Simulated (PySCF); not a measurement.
# C5H4F2: NMR shifts at several levels of theory

Aim: compute the NMR shifts of C5H4F2 (`C#CC(=C)C(F)F`) at several levels, and see how far they spread and what each costs.

Computed with PySCF 2.14.0, with density-fitted response routines of our own, on a single molecule in the gas phase. Atoms count from 0, in the outputs and in this text.

## 1. The starting structure

11 atoms, charge 0, multiplicity 1; geometry from: PBE0-D3(BJ)/def2-SVP.

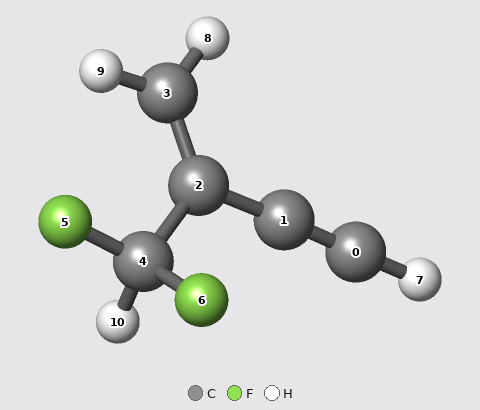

The starting geometry (carbon grey, fluorine green, hydrogen white), atoms numbered.

## 2. NMR shieldings: PBE0/6-31G*

The job: settings as JSON, then the geometry in Å.

```
{"job": {"kind": "nmr", "xc": "PBE0", "basis": "6-31G*", "pop": true}, "charge": 0, "multiplicity": 1}
C      2.052287    -1.415987     0.044747
C      1.135223    -0.626094    -0.033969
C      0.025566     0.265041    -0.137125
C      0.151763     1.587906    -0.314183
C     -1.336161    -0.385966    -0.043951
F     -2.315210     0.536284    -0.123759
F     -1.461522    -1.027076     1.137497
H      2.873225    -2.104847     0.121317
H      1.136373     2.052909    -0.383470
H     -0.735520     2.218195    -0.393510
H     -1.488359    -1.126420    -0.849731
```

With the program's defaults for keys left out, this is: GIAO PBE0/6-31G* NMR shielding, non-relativistic, gas phase.

On the command line:

```console
OMP_NUM_THREADS=1 python probes_run.py task.json out
```

One launch serves the whole session: the jobs run in the order shown.

What it wrote:

```text
coarse grid: 10088 points
cycle   1  E = -392.0203499138  dE =  9.992e-01  |g| = 7.297e-01  |ddm| = 3.590e+00
cycle   2  E = -391.9449627127  dE =  7.539e-02  |g| = 1.012e+00  |ddm| = 1.549e+00
cycle   3  E = -392.1164741457  dE = -1.715e-01  |g| = 1.092e-01  |ddm| = 9.973e-01
cycle   4  E = -392.1184296087  dE = -1.955e-03  |g| = 6.880e-02  |ddm| = 1.614e-01
cycle   5  E = -392.1195325076  dE = -1.103e-03  |g| = 1.829e-02  |ddm| = 6.576e-02
cycle   6  E = -392.1196081283  dE = -7.562e-05  |g| = 6.213e-03  |ddm| = 2.213e-02
cycle   7  E = -392.1196184531  dE = -1.032e-05  |g| = 1.539e-03  |ddm| = 6.671e-03
cycle   8  E = -392.1196190563  dE = -6.032e-07  |g| = 2.859e-04  |ddm| = 1.694e-03
final grid: 100736 points
cycle   9  E = -392.0898546446  dE = -2.842e-05  |g| = 7.273e-03  |ddm| = 3.340e-02
cycle  10  E = -392.0898485617  dE =  6.083e-06  |g| = 9.655e-03  |ddm| = 1.824e-02
cycle  11  E = -392.0898659149  dE = -1.735e-05  |g| = 1.653e-03  |ddm| = 9.934e-03
cycle  12  E = -392.0898664983  dE = -5.834e-07  |g| = 6.254e-04  |ddm| = 1.749e-03
cycle  13  E = -392.0898665957  dE = -9.741e-08  |g| = 1.016e-04  |ddm| = 6.223e-04
cycle  14  E = -392.0898665979  dE = -2.219e-09  |g| = 1.991e-05  |ddm| = 9.724e-05
cycle  15  E = -392.0898665980  dE = -6.162e-11  |g| = 1.154e-05  |ddm| = 2.842e-05
converged SCF energy = -392.0898665980

GIAO shielding tensors (ppm)
atom      isotropic    diamagn.    paramagn.     s11        s22        s33       span
  0 C      112.707     284.332    -171.625     56.974     68.960    212.187    155.213
  1 C      122.543     242.773    -120.229     34.639     37.277    295.714    261.075
  2 C       71.367     261.313    -189.946    -27.244     88.801    152.543    179.787
  3 C       68.397     257.604    -189.206    -42.936     72.217    175.910    218.846
  4 C       85.300     239.406    -154.106     67.538     86.287    102.075     34.537
  5 F      339.102     470.289    -131.187    258.863    353.551    404.891    146.028
  6 F      324.395     470.907    -146.512    233.594    343.632    395.960    162.366
  7 H       29.049      30.906      -1.857     25.429     25.820     35.899     10.471
  8 H       26.096      29.309      -3.214     22.618     25.434     30.235      7.617
  9 H       25.880      29.812      -3.932     22.558     24.535     30.548      7.990
 10 H       25.948      27.086      -1.138     23.297     25.556     28.990      5.694
```

It took 5.8 s on 1 thread of Intel Xeon 6975P-C, shared host; peak memory 0.58 GiB.

Shifts follow as δ = σ(reference) − σ, with reference shieldings (ppm) from runs at the same level and on the same kind of geometry: 1H TMS 31.96, 13C TMS 194.1, 19F CFCl3 198.9. The references are single molecules in the gas phase, so shifts against H2O, NH3, PH3, H3PO4 or CFCl3 are not on the usual liquid scales and can be off by tens of ppm. Atoms listed in one row are averaged.

| atoms | environment | σ (ppm) | δ (ppm) |
| --- | --- | --- | --- |
| C3 | terminal =CH2 carbon | 68.4 | 125.7 |
| C2 | fully substituted alkene carbon | 71.4 | 122.8 |
| C4 | allylic sp3 CH bonded to 2 F | 85.3 | 108.8 |
| C0 | terminal alkyne carbon | 112.7 | 81.4 |
| C1 | alkyne carbon | 122.5 | 71.6 |
| H9 | hydrogen on a terminal =CH2 carbon | 25.88 | 6.08 |
| H10 | hydrogen on an allylic sp3 CH bonded to 2 F | 25.95 | 6.02 |
| H8 | hydrogen on a terminal =CH2 carbon | 26.10 | 5.87 |
| H7 | hydrogen on a terminal alkyne carbon | 29.05 | 2.91 |
| F5, F6 | fluorine of a CF2 group | 331.7 | -132.8 |

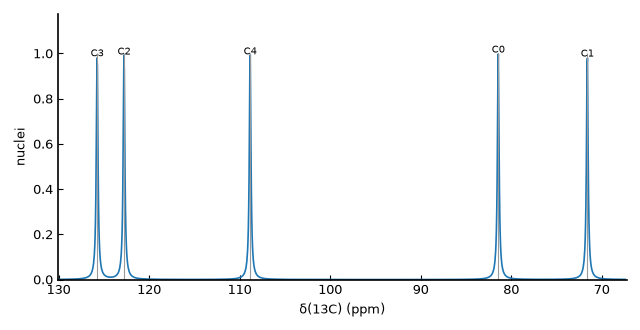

13C lines at the computed shifts, without couplings. Lines are broadened to a width of 0.22 ppm (Lorentzian).

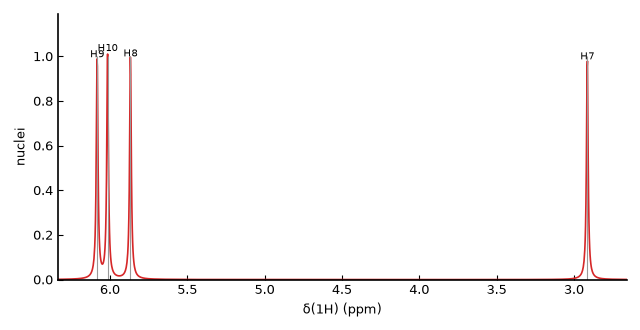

1H lines at the computed shifts, without couplings. Lines are broadened to a width of 0.01 ppm (Lorentzian).

The run also stored atomic charges by several schemes (e):

| atoms | Mulliken | IAO | Hirshfeld | ESP fit |
| --- | --- | --- | --- | --- |
| C0 | -0.54 | -0.20 | -0.10 | -0.36 |
| C1 | 0.30 | -0.04 | -0.05 | -0.05 |
| C2 | -0.08 | -0.05 | 0.00 | 0.18 |
| C3 | -0.38 | -0.26 | -0.07 | -0.45 |
| C4 | 0.51 | 0.45 | 0.15 | 0.18 |
| F5, F6 | -0.31 | -0.29 | -0.09 | -0.15 |

IAO charges:

| atom | value (e) |
| --- | --- |
| C0 | -0.20 |
| C1 | -0.04 |
| C2 | -0.05 |
| C3 | -0.26 |
| C4 | 0.45 |
| F5 | -0.29 |
| F6 | -0.29 |
| H7 | 0.20 |
| H8 | 0.17 |
| H9 | 0.17 |
| H10 | 0.14 |

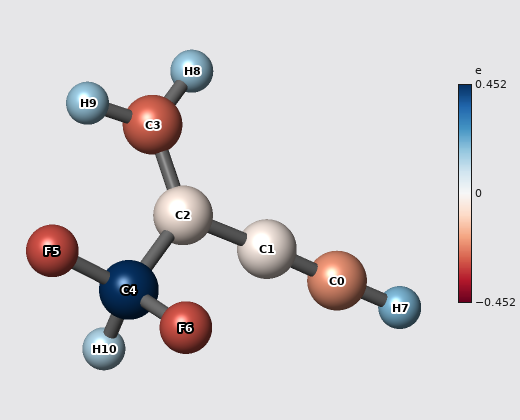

IAO charges, as colours on the atoms.

Mayer bond orders: C0–C1 2.77, C1–C2 1.04, C2–C3 1.81, C2–C4 0.96, C4–F5 0.93, C4–F6 0.96.

## 3. Nuclear shieldings: PBE0/6-311+G(2d,p)

The job, as its differences from that of step 2:

```diff
@@ -1,2 +1,2 @@
-{"job": {"kind": "nmr", "xc": "PBE0", "basis": "6-31G*", "pop": true}, "charge": 0, "multiplicity": 1}
+{"job": {"kind": "nmr", "xc": "PBE0", "basis": "6-311+G(2d,p)", "pop": true}, "charge": 0, "multiplicity": 1}
 C      2.052287    -1.415987     0.044747
```

With the program's defaults for keys left out, this is: GIAO PBE0/6-311+G(2d,p) NMR shielding, non-relativistic, gas phase.

What it wrote:

```text
coarse grid: 10088 points
cycle   1  E = -392.1255280457  dE =  9.995e-01  |g| = 7.168e-01  |ddm| = 1.027e+01
cycle   2  E = -392.0458237539  dE =  7.970e-02  |g| = 1.033e+00  |ddm| = 6.761e+00
cycle   3  E = -392.2133398917  dE = -1.675e-01  |g| = 1.056e-01  |ddm| = 2.798e+00
cycle   4  E = -392.2147634250  dE = -1.424e-03  |g| = 7.237e-02  |ddm| = 4.942e-01
cycle   5  E = -392.2159370322  dE = -1.174e-03  |g| = 2.310e-02  |ddm| = 1.071e-01
cycle   6  E = -392.2160544666  dE = -1.174e-04  |g| = 5.460e-03  |ddm| = 4.811e-02
cycle   7  E = -392.2160614085  dE = -6.942e-06  |g| = 2.154e-03  |ddm| = 1.197e-02
final grid: 100736 points
cycle   8  E = -392.2234699380  dE = -5.122e-05  |g| = 5.669e-03  |ddm| = 4.575e-01
cycle   9  E = -392.2234629670  dE =  6.971e-06  |g| = 7.900e-03  |ddm| = 4.976e-02
cycle  10  E = -392.2234775852  dE = -1.462e-05  |g| = 1.393e-03  |ddm| = 1.742e-02
cycle  11  E = -392.2234780246  dE = -4.394e-07  |g| = 3.197e-04  |ddm| = 3.429e-03
cycle  12  E = -392.2234780442  dE = -1.960e-08  |g| = 1.719e-04  |ddm| = 1.591e-03
cycle  13  E = -392.2234780498  dE = -5.583e-09  |g| = 5.001e-05  |ddm| = 3.847e-04
cycle  14  E = -392.2234780502  dE = -4.843e-10  |g| = 2.222e-05  |ddm| = 2.129e-04
converged SCF energy = -392.2234780502

GIAO shielding tensors (ppm)
atom      isotropic    diamagn.    paramagn.     s11        s22        s33       span
  0 C       97.653     238.121    -140.468     36.646     49.840    206.472    169.826
  1 C      105.326     229.626    -124.300      7.984     10.408    297.586    289.602
  2 C       53.021     263.536    -210.516    -57.340     73.802    142.602    199.942
  3 C       52.812     270.812    -217.999    -69.665     56.750    171.352    241.018
  4 C       73.282     244.681    -171.399     55.668     74.922     89.256     33.588
  5 F      318.132     455.835    -137.703    228.390    327.314    398.693    170.304
  6 F      303.134     463.236    -160.101    204.133    335.340    369.929    165.796
  7 H       28.480      38.771     -10.290     24.574     25.080     35.788     11.214
  8 H       25.386      31.995      -6.609     21.968     24.784     29.407      7.439
  9 H       25.119      30.837      -5.718     21.545     23.907     29.903      8.357
 10 H       25.385      30.435      -5.050     22.899     25.098     28.159      5.261
```

It took 15 s on 1 thread of Intel Xeon 6975P-C, shared host; peak memory 0.96 GiB.

Key values: δ C3 133.6, C2 133.4, C4 113.2, C0 88.8, H9 6.39, H10 6.12 ppm.

## 4. Shielding tensors: PBE0/def2-SVP

The job, as its differences from that of step 3:

```diff
@@ -1,2 +1,2 @@
-{"job": {"kind": "nmr", "xc": "PBE0", "basis": "6-311+G(2d,p)", "pop": true}, "charge": 0, "multiplicity": 1}
+{"job": {"kind": "nmr", "xc": "PBE0", "basis": "def2-SVP", "pop": true}, "charge": 0, "multiplicity": 1}
 C      2.052287    -1.415987     0.044747
```

Method: GIAO PBE0/def2-SVP NMR shielding, non-relativistic, gas phase.

What it wrote:

```text
coarse grid: 10088 points
cycle   1  E = -391.6586935431  dE =  9.392e-01  |g| = 7.123e-01  |ddm| = 3.727e+00
cycle   2  E = -391.5832860576  dE =  7.541e-02  |g| = 9.902e-01  |ddm| = 1.562e+00
cycle   3  E = -391.7498381204  dE = -1.666e-01  |g| = 1.050e-01  |ddm| = 9.818e-01
cycle   4  E = -391.7514148035  dE = -1.577e-03  |g| = 7.154e-02  |ddm| = 1.564e-01
cycle   5  E = -391.7526277576  dE = -1.213e-03  |g| = 1.798e-02  |ddm| = 6.536e-02
cycle   6  E = -391.7527007868  dE = -7.303e-05  |g| = 6.049e-03  |ddm| = 2.166e-02
cycle   7  E = -391.7527104857  dE = -9.699e-06  |g| = 1.721e-03  |ddm| = 6.848e-03
final grid: 100736 points
cycle   8  E = -391.8092303725  dE = -2.529e-05  |g| = 5.945e-03  |ddm| = 2.930e-02
cycle   9  E = -391.8092240143  dE =  6.358e-06  |g| = 8.314e-03  |ddm| = 1.463e-02
cycle  10  E = -391.8092385720  dE = -1.456e-05  |g| = 1.188e-03  |ddm| = 8.403e-03
cycle  11  E = -391.8092388948  dE = -3.229e-07  |g| = 3.478e-04  |ddm| = 1.273e-03
cycle  12  E = -391.8092389207  dE = -2.585e-08  |g| = 1.363e-04  |ddm| = 4.217e-04
cycle  13  E = -391.8092389243  dE = -3.571e-09  |g| = 6.276e-05  |ddm| = 1.492e-04
cycle  14  E = -391.8092389253  dE = -1.046e-09  |g| = 7.676e-06  |ddm| = 6.158e-05
cycle  15  E = -391.8092389253  dE = -1.296e-11  |g| = 1.580e-06  |ddm| = 9.347e-06
converged SCF energy = -391.8092389253

GIAO shielding tensors (ppm)
atom      isotropic    diamagn.    paramagn.     s11        s22        s33       span
  0 C      108.919     263.829    -154.910     52.506     64.514    209.737    157.231
  1 C      117.519     252.422    -134.903     26.944     29.814    295.800    268.856
  2 C       66.852     264.847    -197.995    -36.006     82.204    154.358    190.364
  3 C       64.217     251.164    -186.947    -51.598     65.777    178.472    230.071
  4 C       83.368     239.354    -155.986     64.313     84.595    101.195     36.882
  5 F      341.047     468.494    -127.447    259.697    352.573    410.870    151.174
  6 F      324.160     470.276    -146.116    237.093    338.241    397.146    160.053
  7 H       28.429      33.589      -5.159     24.553     24.983     35.752     11.199
  8 H       25.399      29.959      -4.560     21.760     24.764     29.673      7.912
  9 H       25.128      30.287      -5.159     21.523     23.801     30.061      8.538
 10 H       25.661      27.723      -2.062     23.111     25.174     28.697      5.586
```

Wall time 6.4 s (1 thread of Intel Xeon 6975P-C, shared host); peak memory 0.62 GiB.

This run: δ C3 129.5, C2 126.9, C4 110.4, C0 84.8, H9 6.21, H8 5.94 ppm.

## 5. Nuclear shieldings: PBE0/def2-TZVP

The job, as its differences from that of step 4:

```diff
@@ -1,2 +1,2 @@
-{"job": {"kind": "nmr", "xc": "PBE0", "basis": "def2-SVP", "pop": true}, "charge": 0, "multiplicity": 1}
+{"job": {"kind": "nmr", "xc": "PBE0", "basis": "def2-TZVP", "pop": true}, "charge": 0, "multiplicity": 1}
 C      2.052287    -1.415987     0.044747
```

Level: GIAO PBE0/def2-TZVP NMR shielding, non-relativistic, gas phase.

What it wrote:

```text
coarse grid: 10088 points
cycle   1  E = -392.1713738039  dE =  9.896e-01  |g| = 7.301e-01  |ddm| = 3.888e+00
cycle   2  E = -392.0917931203  dE =  7.958e-02  |g| = 1.043e+00  |ddm| = 1.576e+00
cycle   3  E = -392.2612520805  dE = -1.695e-01  |g| = 1.076e-01  |ddm| = 9.890e-01
cycle   4  E = -392.2626985956  dE = -1.447e-03  |g| = 7.439e-02  |ddm| = 1.295e-01
cycle   5  E = -392.2639373502  dE = -1.239e-03  |g| = 2.375e-02  |ddm| = 5.610e-02
cycle   6  E = -392.2640620525  dE = -1.247e-04  |g| = 5.441e-03  |ddm| = 1.970e-02
cycle   7  E = -392.2640689223  dE = -6.870e-06  |g| = 2.152e-03  |ddm| = 5.314e-03
final grid: 100736 points
cycle   8  E = -392.2615316879  dE = -6.890e-05  |g| = 5.981e-03  |ddm| = 1.404e-01
cycle   9  E = -392.2615243573  dE =  7.331e-06  |g| = 8.185e-03  |ddm| = 1.296e-02
cycle  10  E = -392.2615398107  dE = -1.545e-05  |g| = 1.490e-03  |ddm| = 7.051e-03
cycle  11  E = -392.2615403084  dE = -4.977e-07  |g| = 3.392e-04  |ddm| = 1.352e-03
cycle  12  E = -392.2615403314  dE = -2.297e-08  |g| = 1.705e-04  |ddm| = 5.064e-04
cycle  13  E = -392.2615403367  dE = -5.321e-09  |g| = 4.639e-05  |ddm| = 1.873e-04
cycle  14  E = -392.2615403370  dE = -3.704e-10  |g| = 2.425e-05  |ddm| = 4.097e-05
converged SCF energy = -392.2615403370

GIAO shielding tensors (ppm)
atom      isotropic    diamagn.    paramagn.     s11        s22        s33       span
  0 C       98.130     271.148    -173.018     37.522     51.106    205.762    168.240
  1 C      105.123     253.153    -148.030      8.051      9.821    297.498    289.447
  2 C       51.453     252.835    -201.381    -59.844     71.814    142.391    202.235
  3 C       51.859     256.431    -204.573    -71.816     56.258    171.134    242.949
  4 C       70.558     239.814    -169.257     52.071     72.222     87.379     35.308
  5 F      319.386     466.928    -147.542    228.618    332.909    396.631    168.013
  6 F      303.591     469.107    -165.517    205.129    334.970    370.673    165.543
  7 H       28.410      29.934      -1.525     24.544     24.996     35.690     11.146
  8 H       25.366      30.342      -4.976     21.849     24.777     29.472      7.623
  9 H       25.095      30.695      -5.600     21.442     23.923     29.920      8.478
 10 H       25.464      29.019      -3.554     23.031     25.270     28.092      5.061
```

It took 20 s on 1 thread of Intel Xeon 6975P-C, shared host; peak memory 0.96 GiB.

Key values: δ C2 135.2, C3 134.8, C4 116.1, C0 88.5, H9 6.39, H8 6.11 ppm.

## 6. NMR shieldings: PBE0/cc-pVDZ

The job, as its differences from that of step 5:

```diff
@@ -1,2 +1,2 @@
-{"job": {"kind": "nmr", "xc": "PBE0", "basis": "def2-TZVP", "pop": true}, "charge": 0, "multiplicity": 1}
+{"job": {"kind": "nmr", "xc": "PBE0", "basis": "cc-pVDZ", "pop": true}, "charge": 0, "multiplicity": 1}
 C      2.052287    -1.415987     0.044747
```

With the program's defaults for keys left out, this is: GIAO PBE0/cc-pVDZ NMR shielding, non-relativistic, gas phase.

What it wrote:

```text
coarse grid: 10088 points
cycle   1  E = -392.0207137704  dE =  1.028e+00  |g| = 7.127e-01  |ddm| = 6.686e+00
cycle   2  E = -391.9430153442  dE =  7.770e-02  |g| = 1.000e+00  |ddm| = 2.400e+00
cycle   3  E = -392.1116073441  dE = -1.686e-01  |g| = 1.051e-01  |ddm| = 1.406e+00
cycle   4  E = -392.1132755030  dE = -1.668e-03  |g| = 7.078e-02  |ddm| = 2.253e-01
cycle   5  E = -392.1144572425  dE = -1.182e-03  |g| = 1.789e-02  |ddm| = 9.679e-02
cycle   6  E = -392.1145299457  dE = -7.270e-05  |g| = 6.054e-03  |ddm| = 3.494e-02
cycle   7  E = -392.1145396253  dE = -9.680e-06  |g| = 1.677e-03  |ddm| = 1.077e-02
final grid: 100736 points
cycle   8  E = -392.1236259387  dE = -3.001e-05  |g| = 6.510e-03  |ddm| = 7.419e-02
cycle   9  E = -392.1236189587  dE =  6.980e-06  |g| = 9.026e-03  |ddm| = 2.568e-02
cycle  10  E = -392.1236358935  dE = -1.693e-05  |g| = 1.368e-03  |ddm| = 1.381e-02
cycle  11  E = -392.1236363042  dE = -4.108e-07  |g| = 4.396e-04  |ddm| = 2.540e-03
cycle  12  E = -392.1236363458  dE = -4.156e-08  |g| = 1.682e-04  |ddm| = 7.167e-04
cycle  13  E = -392.1236363516  dE = -5.810e-09  |g| = 6.939e-05  |ddm| = 2.712e-04
cycle  14  E = -392.1236363529  dE = -1.263e-09  |g| = 8.446e-06  |ddm| = 1.072e-04
cycle  15  E = -392.1236363529  dE = -1.478e-11  |g| = 1.660e-06  |ddm| = 1.449e-05
converged SCF energy = -392.1236363529

GIAO shielding tensors (ppm)
atom      isotropic    diamagn.    paramagn.     s11        s22        s33       span
  0 C      111.637     268.950    -157.313     56.417     67.502    210.991    154.573
  1 C      120.383     243.631    -123.248     31.499     33.130    296.519    265.020
  2 C       66.561     261.372    -194.811    -34.974     83.005    151.652    186.626
  3 C       66.921     253.559    -186.638    -48.953     71.137    178.580    227.533
  4 C       86.372     244.084    -157.711     66.969     87.607    104.541     37.572
  5 F      336.950     470.087    -133.138    254.815    352.963    403.070    148.254
  6 F      321.995     470.633    -148.639    229.409    342.812    393.763    164.354
  7 H       28.298      34.151      -5.853     24.466     24.886     35.542     11.076
  8 H       25.342      30.000      -4.659     21.649     24.760     29.617      7.968
  9 H       25.023      30.122      -5.100     21.408     23.695     29.965      8.556
 10 H       25.491      28.425      -2.934     22.990     24.988     28.493      5.503
```

It took 6.9 s on 1 thread of Intel Xeon 6975P-C, shared host; peak memory 0.65 GiB.

Key values: δ C2 130.2, C3 129.8, C4 110.4, C0 85.1, H9 6.27, H8 5.95 ppm.

## 7. Nuclear shieldings: PBE0/cc-pVTZ

The job, as its differences from that of step 6:

```diff
@@ -1,2 +1,2 @@
-{"job": {"kind": "nmr", "xc": "PBE0", "basis": "cc-pVDZ", "pop": true}, "charge": 0, "multiplicity": 1}
+{"job": {"kind": "nmr", "xc": "PBE0", "basis": "cc-pVTZ", "pop": true}, "charge": 0, "multiplicity": 1}
 C      2.052287    -1.415987     0.044747
```

Level: GIAO PBE0/cc-pVTZ NMR shielding, non-relativistic, gas phase.

What it wrote:

```text
coarse grid: 10088 points
cycle   1  E = -392.1567297323  dE =  9.867e-01  |g| = 7.312e-01  |ddm| = 7.045e+00
cycle   2  E = -392.0790822282  dE =  7.765e-02  |g| = 1.043e+00  |ddm| = 2.139e+00
cycle   3  E = -392.2461913645  dE = -1.671e-01  |g| = 1.075e-01  |ddm| = 1.235e+00
cycle   4  E = -392.2476613356  dE = -1.470e-03  |g| = 7.414e-02  |ddm| = 2.279e-01
cycle   5  E = -392.2488919216  dE = -1.231e-03  |g| = 2.320e-02  |ddm| = 1.039e-01
cycle   6  E = -392.2490090873  dE = -1.172e-04  |g| = 5.603e-03  |ddm| = 3.525e-02
cycle   7  E = -392.2490164292  dE = -7.342e-06  |g| = 2.145e-03  |ddm| = 1.048e-02
final grid: 100736 points
cycle   8  E = -392.2446864802  dE = -7.094e-05  |g| = 6.774e-03  |ddm| = 1.730e-01
cycle   9  E = -392.2446771121  dE =  9.368e-06  |g| = 9.581e-03  |ddm| = 2.323e-02
cycle  10  E = -392.2446962298  dE = -1.912e-05  |g| = 1.426e-03  |ddm| = 1.311e-02
cycle  11  E = -392.2446966672  dE = -4.374e-07  |g| = 4.013e-04  |ddm| = 2.724e-03
cycle  12  E = -392.2446967012  dE = -3.398e-08  |g| = 1.587e-04  |ddm| = 7.280e-04
cycle  13  E = -392.2446967061  dE = -4.887e-09  |g| = 1.851e-05  |ddm| = 2.388e-04
cycle  14  E = -392.2446967061  dE = -3.160e-11  |g| = 1.191e-05  |ddm| = 3.624e-05
converged SCF energy = -392.2446967061

GIAO shielding tensors (ppm)
atom      isotropic    diamagn.    paramagn.     s11        s22        s33       span
  0 C       98.608     262.365    -163.757     38.466     51.321    206.038    167.572
  1 C      106.107     259.416    -153.310      9.652     11.501    297.167    287.515
  2 C       53.772     255.347    -201.575    -56.863     73.621    144.559    201.422
  3 C       53.482     253.434    -199.952    -69.472     58.385    171.535    241.007
  4 C       72.101     236.716    -164.615     53.555     73.626     89.122     35.567
  5 F      322.133     467.953    -145.820    231.621    339.260    395.518    163.897
  6 F      307.163     469.600    -162.437    207.963    337.818    375.709    167.746
  7 H       28.265      31.043      -2.778     24.350     24.813     35.631     11.281
  8 H       25.197      30.087      -4.891     21.667     24.563     29.359      7.692
  9 H       24.887      30.763      -5.876     21.281     23.639     29.742      8.461
 10 H       25.320      28.372      -3.052     22.864     25.024     28.072      5.208
```

It took 22 s on 1 thread of Intel Xeon 6975P-C, shared host; peak memory 1 GiB.

This run: δ C3 133.8, C2 133.5, C4 115.2, C0 88.7, H9 6.40, H8 6.09 ppm.

[end of part 1 of 2]
